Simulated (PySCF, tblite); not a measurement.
# C₃H₁₁NOSi₄: geometry, infrared bands and NMR shifts

Wanted: the infrared bands and NMR shifts of C₃H₁₁NOSi₄ (`C#CC[Si@@H]1[SiH2][Si@H](N)[Si@@H]1O`), by calculation.

Programs: tblite 0.8.0 and PySCF 2.14.0, with density-fitted response routines of our own. Each step states its level of theory. These are calculated values for one molecule in the gas phase, unless marked as measured. Atoms count from 0, in the outputs and in this text.

## (1) The molecule as given

20 atoms, charge 0, multiplicity 1; geometry from: force field or distance geometry start.

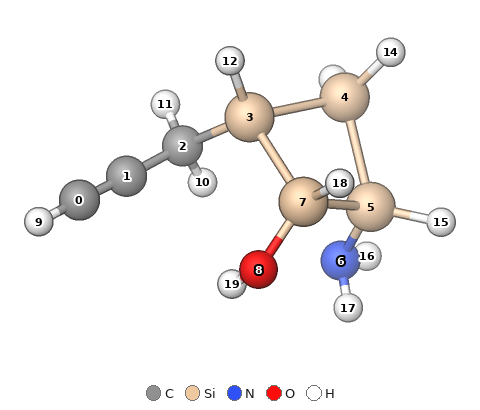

As it starts; carbon grey, silicon light orange, nitrogen blue, oxygen red, hydrogen white, atoms numbered.

## (2) Optimising the geometry with GFN2-xTB

The job: settings as JSON, then the geometry in Å.

```
{"job": {"kind": "relax", "xc": "GFN2-xTB", "basis": "xTB"}, "charge": 0, "multiplicity": 1}
C      3.685800     1.040900     0.536900
C      2.825000     0.257000     0.214300
C      1.803200    -0.719000    -0.169100
Si     0.412400    -0.874300     1.038300
Si    -1.372400    -1.956800     0.107000
Si    -2.090500     0.094900    -0.630100
N     -1.474700     0.596000    -2.143600
Si    -0.887500     0.991700     1.139500
O     -0.106600     2.382900     0.713600
H      4.425600     1.743100     0.824000
H      1.404200    -0.426600    -1.157800
H      2.262400    -1.698300    -0.310900
H      0.818500    -1.437200     2.379100
H     -0.996000    -2.900900    -0.993000
H     -2.285100    -2.549100     1.113200
H     -3.550500     0.329400    -0.605100
H     -1.926600     0.074700    -2.887700
H     -1.727100     1.562100    -2.309600
H     -1.691300     1.137800     2.385300
H      0.466000     2.362500    -0.068000
```

Run with:

```
$ OMP_NUM_THREADS=1 python probes_run.py task.json out
```

This one command runs all jobs of the session in turn.

**Question.** This job is followed by: GFN2-xTB harmonic vibrations, gas phase; GIAO PBE0/pcSseg-1 NMR shielding, non-relativistic, gas phase. Predict these results of the whole session: strongest single infrared mode (GFN2-xTB); zero-point energy (GFN2-xTB); 13C shifts against TMS (PBE0/pcSseg-1); 1H shifts against TMS (PBE0/pcSseg-1, means over atoms taken as alike); 29Si shifts against TMS (PBE0/pcSseg-1); 15N shifts against NH3 (PBE0/pcSseg-1); 17O shifts against H2O (PBE0/pcSseg-1).

As calculated:

| quantity | value |
| --- | --- |
| strongest single infrared mode (GFN2-xTB) | 2144 cm⁻¹, 611 km/mol |
| zero-point energy (GFN2-xTB) | 78.5 kcal/mol |
| 13C shifts against TMS (PBE0/pcSseg-1) | 94.4, 73.7, 1.8 ppm |
| 1H shifts against TMS (PBE0/pcSseg-1, means over atoms taken as alike) | 6.27, 6.05, 4.97, 3.73, 3.58, 3.27, 2.45, 2.13, 1.50, 0.05 ppm |
| 29Si shifts against TMS (PBE0/pcSseg-1) | -0.4, -25.3, -49.6, -111.3 ppm |
| 15N shifts against NH3 (PBE0/pcSseg-1) | -5.7 ppm |
| 17O shifts against H2O (PBE0/pcSseg-1) | 6.8 ppm |

In words: The optimisation took 131 steps and gained 0.729 eV; among the close pairs (by a distance rule), C2–Si3 changed most, from 1.848 to 1.943 Å. The lowest mode is slightly imaginary (11i cm⁻¹), a soft motion within the noise of the Hessian, so the minimum is not strictly shown. The strongest single mode, at 2144 cm⁻¹, moves mainly H18. Unscaled tight-binding wavenumbers are off by several per cent, some by more. Its intensities can rank the bands wrongly. At PBE0/pcSseg-1: Shielding is most anisotropic at C1 (span 303 ppm, paramagnetic term -171 ppm).
